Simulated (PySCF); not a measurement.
Ge(Me)2(SeH)2, C2H8GeSe2, SMILES [CH3][Ge]([SeH])([CH3])[SeH], PBE0/def2-SVP optimised geometry. Atoms within 1.6 Å of the plane z = 1.5 Å (x, y, z in Å): C1 (1.26, 1.00, 1.23), Ge2 (-0.07, 0.28, 0.00), Se4 (0.06, -2.09, 0.00), Se5 (-2.27, 0.80, 0.68), H6 (1.12, 0.58, 2.24), H7 (2.27, 0.75, 0.88), H8 (1.15, 2.09, 1.29), H12 (1.53, -2.09, 0.00), H13 (-2.10, 0.16, 2.00).

Calculation: PBE0/def2-TZVP (PySCF). Cells within 0.4 Å of a nucleus heavier than hydrogen are left out (blank, or x).

Map of the Laplacian of the electron density (e/bohr⁵) on the plane z = 1.5 Å:

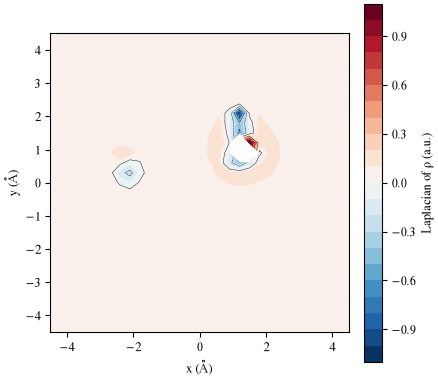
Figure: Laplacian of the electron density (e/bohr⁵) on the plane z = 1.5 Å.
